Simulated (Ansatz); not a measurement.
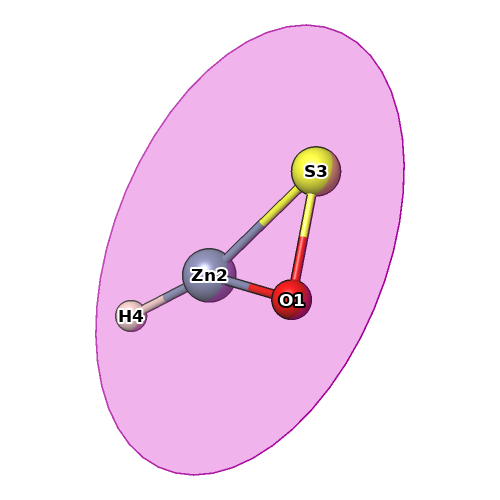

A disc through the centre of mass is drawn in. Distant atoms are faded towards the background colour. Charge −1, singlet. The computed structure is the end point of a PBE0-D4/def2-TZVPD optimisation. No frequency run is at hand to confirm it as a minimum.

Is the plane of the disc a mirror plane of the structure?

Answer. Yes. The reflection leaves O1, Zn2, S3, H4 in place. The point group is Cs.
